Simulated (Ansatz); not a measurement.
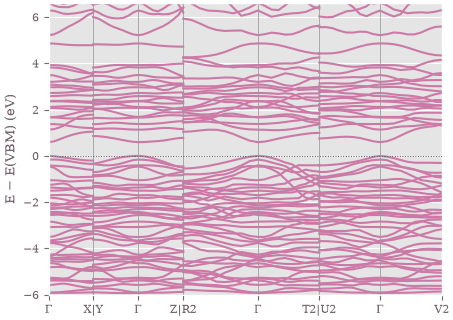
Figure. Band structure from r²SCAN (plane waves, PAW; program Ansatz)

Q: Read off the gap and where the band edges lie.

A: About 0.6 eV (0.59 eV by a search for the band edges); maximum at Γ, minimum at Γ.

Q: Which of these materials gives this?
A) MgIn2Se4, P-1 (Pearson symbol aP28)
B) Mo2RuSe4, P-1 (Pearson symbol aP14)
C) TlSbS2, P-1 (Pearson symbol aP16)
D) Li2MoO3, P-1 (Pearson symbol aP12)

A: B, Mo2RuSe4, P-1 (Pearson symbol aP14)

The first step of the workflow began from a Materials Project structure, measured or hypothetical; the Crystallography Open Database copy checked does not list it. Entries of such low symmetry are often ordered models of mixed-site phases. Whether it is the stable phase at ambient conditions was not checked. The r²SCAN relaxation kept the symmetry of its start; its stability against distortions is not shown here. The run is not spin-polarised. Scalar-relativistic: spin–orbit coupling is off unless named, which matters more the heavier the elements.

Potentials: the later of the program's two PAW sets.
